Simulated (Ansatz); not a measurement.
# Calculations on BSiH$_{3}$OF$_{2}$

## 1. Relaxation

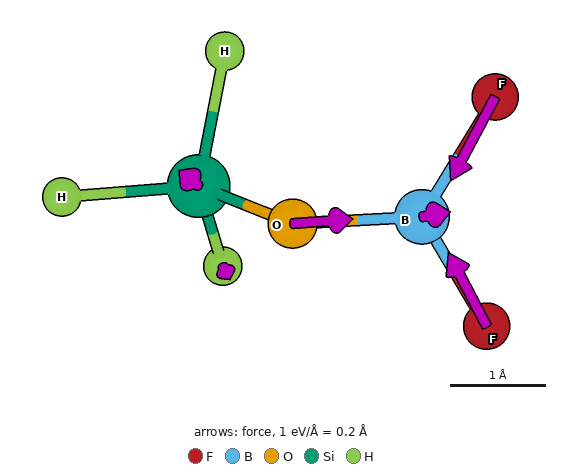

Starting geometry of BSiH$_{3}$OF$_{2}$ with the computed forces as purple arrows. Style: ball-and-stick. Shown from a free direction.

The run prepares an end point of a later path (torsion) calculation, from a guessed geometry.

Method: RKS B3LYP-D4/def2-SVP in Ansatz 0.2.0.

Input file:
```yaml
crystal:
  periodic: [false, false, false]
  atoms:
    - { symbol: F, position_ang: [1.9656, -1.3575, 0.5547] }
    - { symbol: B, position_ang: [0.472, -1.216, 0.5747] }
    - { symbol: F, position_ang: [-0.3635, -2.3605, 0.2177] }
    - { symbol: O, position_ang: [-0.088, 0.0163, 1.0683] }
    - { symbol: Si, position_ang: [-0.4261, 0.9798, -0.3335] }
    - { symbol: H, position_ang: [-1.0718, 2.2581, 0.0975] }
    - { symbol: H, position_ang: [0.88, 1.31, -0.9622] }
    - { symbol: H, position_ang: [-1.2761, 0.3127, -1.273] }
basis:
  gaussian: { orbitals: def2-SVP }
hamiltonian:
  xc: b3lyp
  dispersion: d4
relax:
  f_tol: 0.015
  max_steps: 40
output:
  orbitals: {}
```

Launched with:
```bash
ansatz run input.yaml --threads 1 --pin off --max-ram 2048MiB --backend cpu --events-out ev --progress --plain --runs-dir out
```

Question: What follows when this structure is relaxed?

Answer: It isn't relaxed: the largest force vector, on F1, is 5.20 eV/Å. The final displacements follow the starting forces only in part (cosine between the two patterns 0.37). The atom that moves furthest after the best rigid fit is O4 (1.28 Å). By element the largest moves are O 1.28 Å, H 0.97 Å, F 0.85 Å, Si 0.22 Å, B 0.16 Å. Among the contacts that change: F1–B2 1.500 → 1.322 Å, B2–F3 1.461 → 1.331 Å, B2–O4 1.441 → 1.342 Å, Si5–H8 1.432 → 1.488 Å. Bond angles that change, for instance: B2–O4–Si5 105.9° → 134.1°, O4–Si5–H8 112.8° → 109.6°, F1–B2–O4 118.2° → 120.7°. Groups turn about O4–Si5 by about 115°, B2–O4 by about 85°. Over 29 accepted moves (34 points after the start) the energy falls by 1.600 eV. Largest force component: 5.2 eV/Å at the start, 0.0072 eV/Å at the end. The line search rejected the trial steps at points 13, 16, 20, 27, 33 of the run. The forces were under the threshold at step 15, but the run went on from there. The run took of the order of 3 core-minutes on a shared host.

## 2. Relaxation

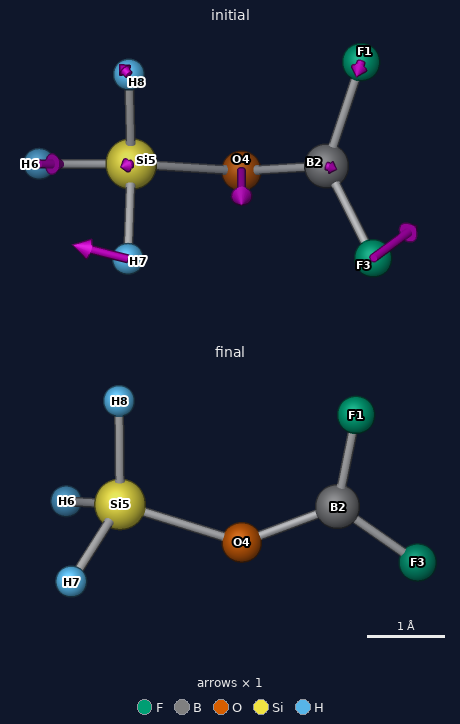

The structure of BSiH3OF2 before (top) and after (bottom) a relaxation, at one scale. The purple arrows give the displacements, at their true length.

The picture is a ball-and-stick view, seen at a tilt.

The run prepares an end point of a later path (torsion) calculation, from a guessed geometry.

Level of theory: Ansatz, RKS B3LYP-D4/def2-SVP. Set-up: no spin polarisation; force threshold 0.015 eV/Å; at most 40 steps.

> Summarise the run.

The atom that moves furthest after the best rigid fit is F3 (1.14 Å). Largest moves by element: F 1.14 Å, O 0.92 Å, H 0.78 Å, Si 0.19 Å, B 0.16 Å. Some distances before and after: F1–B2 1.500 → 1.329 Å, B2–F3 1.461 → 1.323 Å, B2–O4 1.441 → 1.340 Å, Si5–H8 1.432 → 1.488 Å. Bond angles that change, for instance: B2–O4–Si5 105.9° → 138.7°, F1–B2–O4 118.2° → 122.1°, O4–Si5–H8 112.8° → 110.2°. Groups turn about B2–O4 by about 85°, O4–Si5 by about 55°. After 10 geometry steps the energy has fallen by 153.4 kJ/mol. The largest force component goes from 5.1 to 0.013 eV/Å. The run took of the order of 70 core-seconds on a shared host.

## 3. Path

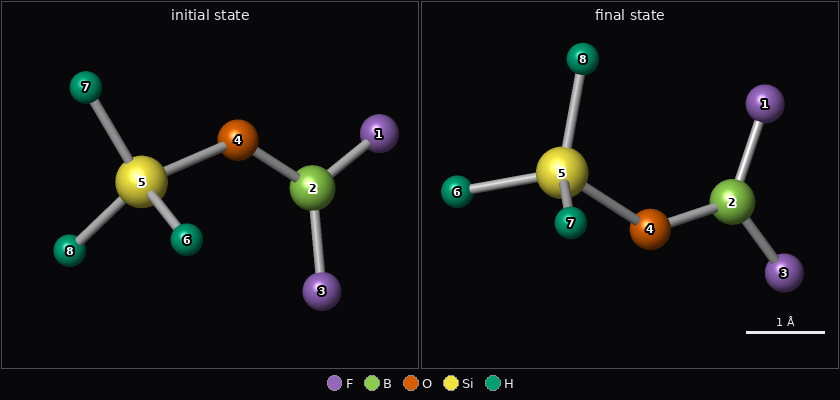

The two relaxed end points of a path for BSiH3OF2. A ball-and-stick model, seen from a free direction.

Level of theory: RKS B3LYP-D4/def2-SVP (Ansatz).

Set-up: 5 movable images; climbing image; force threshold 0.05 eV/Å; iteration limit 34.

Start:
```xyz
8

F     1.6627   -1.9596    1.0732
B     0.5988   -1.2762    0.6870
F    -0.5980   -1.7973    0.9470
O     0.7327   -0.0999    0.0559
Si   -0.3554    1.0262   -0.5700
H    -1.2171    1.5485    0.5247
H     0.4602    2.1186   -1.1546
H    -1.1917    0.3826   -1.6189
```

End:
```xyz
8

F     0.3325   -2.1671   -0.1648
B     0.5354   -1.2668    0.7915
F     1.0429   -1.6955    1.9361
O     0.2438    0.0305    0.6232
Si   -0.3843    1.0399   -0.5664
H    -1.6217    1.6594   -0.0262
H     0.6321    2.0842   -0.8537
H    -0.6885    0.2584   -1.7955
```

**What barrier does the band find between them, and by what path?**

Forward barrier 1.71 kcal/mol, backward barrier 1.54 kcal/mol, with image 5 at the top; the reaction energy is +0.17 kcal/mol. The motion is an in-plane inversion: the angle B2–O4–Si5 opens from 134° to 162° on the way and closes on the other side (139° at the end). No bond forms or breaks between the ends. Among the angles between lasting bonds that change up to the highest image: B2–O4–Si5 134.1° → 161.6°, O4–Si5–H7 106.5° → 109.3°. The band converged in 32 iterations. The largest component of the band force went from 510 to 0.046 eV/Å. The climbing image converged on the top of the path. Its vibrational analysis gives one imaginary mode (75i cm⁻¹), as a transition state must have.

Energies of the converged images:

```json
{"image": "0", "path (Å)": "0.00", "E (kcal/mol)": "0.00"}
{"image": "1", "path (Å)": "1.12", "E (kcal/mol)": "0.16"}
{"image": "2", "path (Å)": "2.23", "E (kcal/mol)": "0.10"}
{"image": "3", "path (Å)": "3.35", "E (kcal/mol)": "0.05"}
{"image": "4", "path (Å)": "4.47", "E (kcal/mol)": "0.19"}
{"image": "5", "path (Å)": "5.59", "E (kcal/mol)": "1.71"}
{"image": "6", "path (Å)": "6.80", "E (kcal/mol)": "0.17"}
```

The geometry at the top of the path:

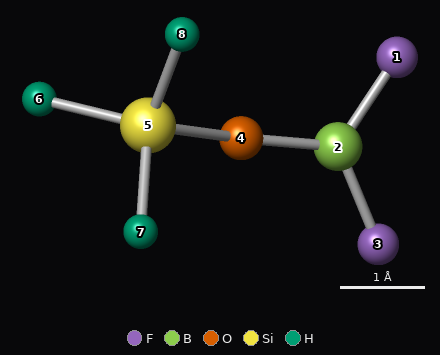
